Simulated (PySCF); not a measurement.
```xyz
16

C    -1.0807    3.0159    0.2714
C    -0.4760    1.9791    0.1642
B     0.2744    0.6799    0.0336
C    -0.4829   -0.7154   -0.0248
C    -2.0080   -0.6194    0.0455
S     2.0498    0.8048   -0.0473
C     2.6193   -0.9247   -0.1930
H    -1.6088    3.9204    0.3642
H    -0.2134   -1.2472   -0.9442
H    -0.1394   -1.3574    0.7944
H    -2.3914   -0.0312   -0.7850
H    -2.3165   -0.1355    0.9692
H    -2.4613   -1.6086    0.0054
H     2.3051   -1.4913    0.6779
H     2.2196   -1.3679   -1.0994
H     3.7026   -0.8926   -0.2436
```

Geometry: GFN2-xTB.

Theory: PBE0/pcSseg-1, SCF density, gas phase, non-relativistic in PySCF 2.14.0.

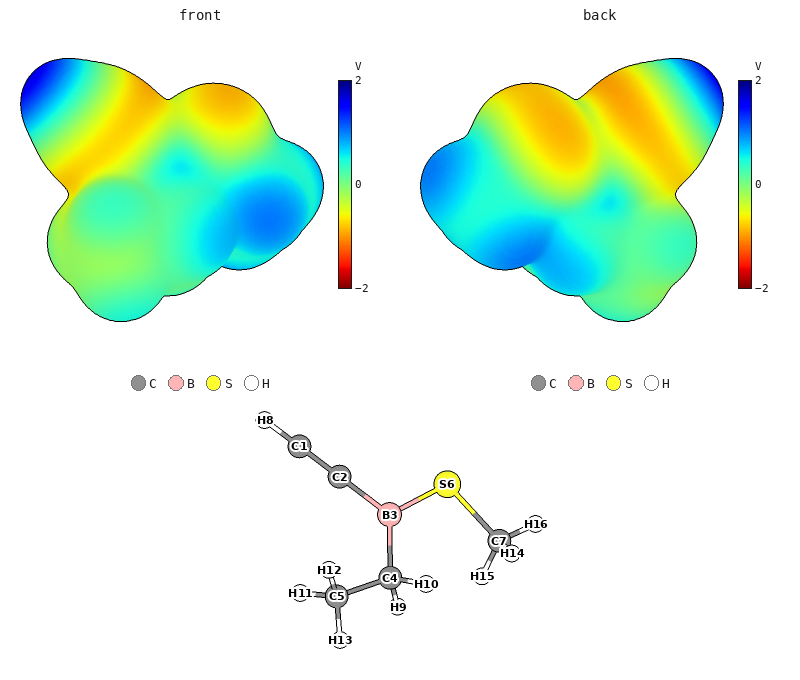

C5H9BS (SMILES C#CB(CC)SC). The molecular electrostatic potential painted on the density surface at 0.002 e/bohr³, seen from the front and from behind; red is negative and blue positive. The bare structure is drawn below in the same view.

**Describe the electrostatic potential map.**

The most negative region (about −0.9 V) lies over C1 and C2, the most positive (about +1.6 V) over H8.

**What dipole moment does the calculation give?**

Its dipole moment is 1.45 D.
